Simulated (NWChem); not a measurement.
# C3H6O2 (ethyl formate): r2SCAN/6-311G(d,p)

What is the electronic atomisation energy of C3H6O2 (ethyl formate) at r2SCAN/6-311G**? 

The results are computed with NWChem 7.3.0.

### 1 The system as given

C3H6O2 has 11 atoms, charge 0, and is taken as a singlet. As SMILES, `CCOC=O`. The coordinates come from a PBE0-D4/def2-TZVP relaxation. This is one conformer, not always the lowest.

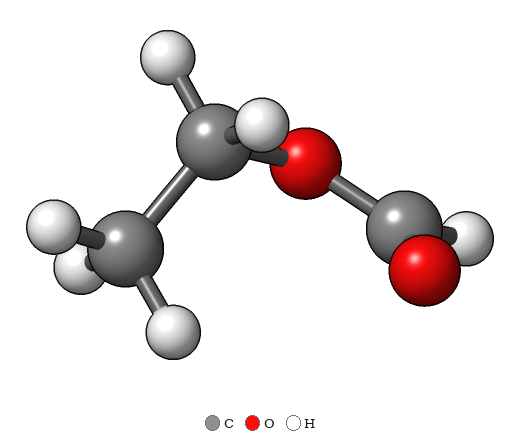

The structure, seen from a chosen angle (carbon grey, oxygen red, hydrogen white).

### 2 The energy at r2SCAN/6-311G(d,p) (run 1)

Input file c3h6o2.nw:

```
start c3h6o2
title "C3H6O2"
memory 2200 mb
geometry noautosym nocenter noautoz
C    -0.299500   -0.524900    1.232400
C     0.160800    0.664100    0.426200
O    -0.490700    0.711500   -0.855000
C     0.057300   -0.014800   -1.824100
O     1.038300   -0.694200   -1.733000
H     0.156600   -0.494600    2.224600
H    -0.004700   -1.457900    0.750600
H    -1.384300   -0.515300    1.354300
H     1.240500    0.642300    0.270000
H    -0.114700    1.603600    0.905800
H    -0.534200    0.107100   -2.743600
end
basis "ao basis" spherical bse
C library 6-311G**
O library 6-311G**
H library 6-311G**
end
dft
xc r2scan
grid fine
convergence energy 1e-08
maxiter 100
mulliken
print low
end
task dft energy
```

On the command line:

```sh
$ nwchem c3h6o2.nw > c3h6o2.out
```

What it wrote:

```text
[...]
 d= 0,ls=0.0,diis     1   -268.1807332199 -4.50D+02  1.10D-02  1.27D+00     6.4
[...]
 d= 0,ls=0.0,diis    11   -268.3099805938 -5.88D-09  1.74D-07  2.07D-09    59.2
         Total DFT energy =     -268.309980593764
      One electron energy =     -724.307853182033
           Coulomb energy =      310.207963186957
    Exchange-Corr. energy =      -35.613861684396
 Nuclear repulsion energy =      181.403771085708
[...]
      Total Density - Mulliken Population Analysis
     ---------------------------------------------
    Atom       Charge   Shell Charges
 -----------   ------   -------------------------------------------------------
    1 C    6     6.34   1.10  0.88  0.64  0.75  1.56  0.47  0.88  0.04
    2 C    6     6.07   1.11  0.88  0.61  0.77  1.52  0.41  0.68  0.09
    3 O    8     8.29   1.08  0.91  0.96  1.02  2.07  0.79  1.44  0.02
    4 C    6     5.72   1.11  0.88  0.61  0.80  1.39  0.28  0.47  0.19
    5 O    8     8.34   1.09  0.91  0.96  1.02  2.01  0.85  1.50  0.02
    6 H    1     0.88   0.27  0.48  0.10  0.03
    7 H    1     0.86   0.27  0.47  0.10  0.03
    8 H    1     0.87   0.27  0.48  0.10  0.03
    9 H    1     0.86   0.27  0.47  0.09  0.02
   10 H    1     0.87   0.28  0.49  0.08  0.02
[...]
```

It took 60 s on 1 thread of Intel Xeon Platinum 8259CL at 2.50GHz (Skylake/Cascade Lake), shared host; peak memory 0.12 GiB.

### 3 The C atom at the same level (run 2)

Input file c.xyz:

```xyz
1

C      0.000000     0.000000     0.000000
```

Input file c.nw:

```
start c
memory total 2200 mb
charge 0

geometry units angstrom noautosym nocenter noautoz
load format xyz c.xyz
end

basis spherical bse
* library 6-311G**
end

dft
xc r2scan
mult 3
grid fine
convergence energy 1e-08
iterations 100
mulliken
noprint "final vectors analysis"
end

task dft energy
```

Run the same way, it converges to -37.82968 Eh (log not shown).

Run 3 isn't shown in full; the table further down has it.

### 4 The O atom, same level (run 4)

Input file test.nw:

```
start test
title "O energy"
memory stack 880 mb heap 220 mb global 1100 mb
charge 0
geometry noautosym nocenter noautoz
   O        0.000000       0.000000       0.000000
end
basis spherical bse
   O library 6-311G**
end
dft
   xc r2scan
   mult 3
   grid fine
   convergence energy 1e-08
   iterations 100
   mulliken
   print low
end
task dft energy
```

On the command line:

```sh
$ nwchem test.nw > test.out
```

What it wrote:

```text
[...]
 d= 0,ls=0.0,diis     1    -75.0238052652 -7.50D+01  1.13D-02  1.15D-01     0.2
[...]
 d= 0,ls=0.0,diis    18    -75.0480195801  8.03D-09  1.89D-06  5.34D-09     1.0
[...]
         Total DFT energy =      -75.048019580130
      One electron energy =     -103.299588661013
           Coulomb energy =       36.709535361656
    Exchange-Corr. energy =       -8.457966280773
 Nuclear repulsion energy =        0.000000000000
[...]
      Total Density - Mulliken Population Analysis
     ---------------------------------------------
    Atom       Charge   Shell Charges
 -----------   ------   -------------------------------------------------------
    1 O    8     8.00   1.09  0.91  0.90  1.11  1.76  0.90  1.34  0.00
     --------------------------------------------
      Spin Density - Mulliken Population Analysis
     --------------------------------------------
    Atom       Charge   Shell Charges
 -----------   ------   -------------------------------------------------------
    1 O    8     2.00  -0.00  0.00  0.47  0.06  0.94 -0.06  0.59  0.00
[...]
      <S2> =      2.0033 (Exact =     2.0000)
[...]
```

Run time: 1.6 s. Hardware: 1 thread of Intel Xeon Platinum 8259CL at 2.50GHz (Skylake/Cascade Lake), shared host; peak memory 0.1 GiB.

### 5 Overview of the runs

| run | level | partner | energy (Eh) | wall time |
| --- | --- | --- | --- | --- |
| 1 | r2SCAN/6-311G** | base | -268.309981 | 60 s |
| 2 | U-r2SCAN/6-311G** | atoms | -37.829679 | 0.99 s |
| 3 | U-r2SCAN/6-311G** | atoms | -0.499928 | 0.72 s |
| 4 | U-r2SCAN/6-311G** | atoms | -75.048020 | 1.6 s |

### 6 Summary of results

At r2SCAN/6-311G**:

| quantity | value |
| --- | --- |
| O atom: total energy | -75.04802 Eh |
| O atom: ⟨S²⟩ | 2.003 |
| electronic atomisation energy | 46.949 eV |

Taking the molecule apart into free atoms costs 46.95 eV (4530 kJ/mol), before zero-point energy and without spin-orbit coupling. All runs together took 63 s, the longest 60 s.
